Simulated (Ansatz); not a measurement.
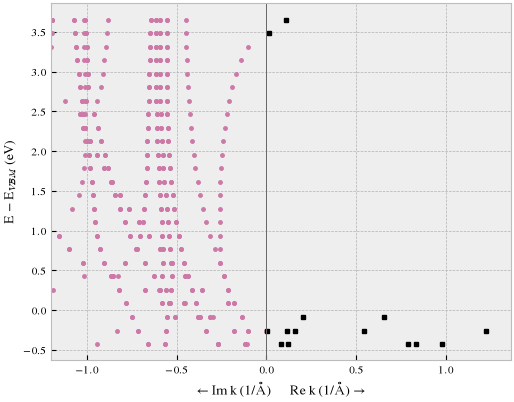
Fig. 1. Complex bands at the centre of the two-dimensional zone; r2SCAN run with Ansatz (an electronic-structure program)

The gap is the functional's own. No spin-orbit coupling. Mid-gap values are interpolated on the energy grid.

**Question.** This is Ga₂O₃ (R-3c, corundum, 10 atoms a cell, 9.7 Å³ an atom) along the normal of (110). Read off the slowest decay at the centre of the two-dimensional zone at 1.78 eV, the computed energy nearest the middle of the gap.

**Answer.** κ ≈ 0.25 1/Å, a decay length 1/(2κ) of the density of 2.0 Å.
